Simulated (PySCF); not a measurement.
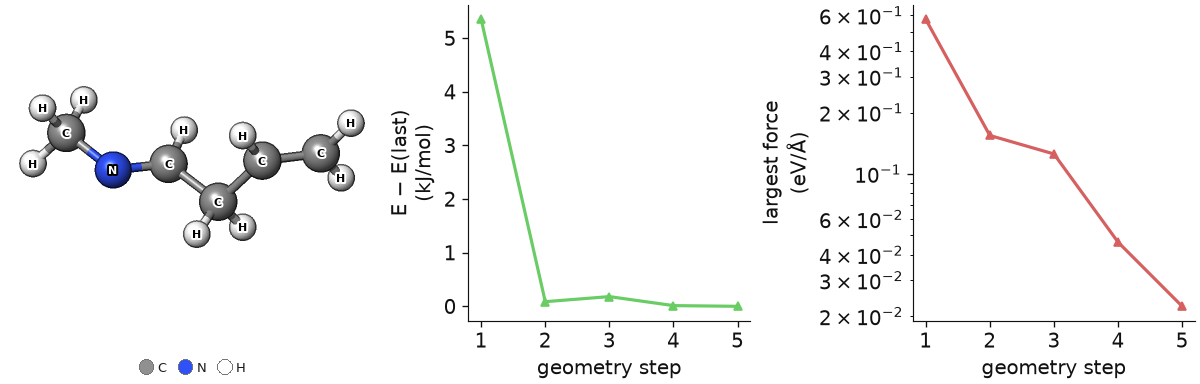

Beside the plot: the molecule at the start.

History of a geometry optimisation.

C₅H₉N (SMILES C=CC/C=N/C); PySCF, PBE0-D3(BJ)/def2-SVP, geometry optimisation.

> How did the optimisation end?

The optimisation met its thresholds at geometry 5, counting the start as the first. The energy fell by about 5.4 kJ/mol from the first step to the last, with a rise at step 3. The largest force goes from about 0.57 eV/Å at the start to 0.022 eV/Å at the end.
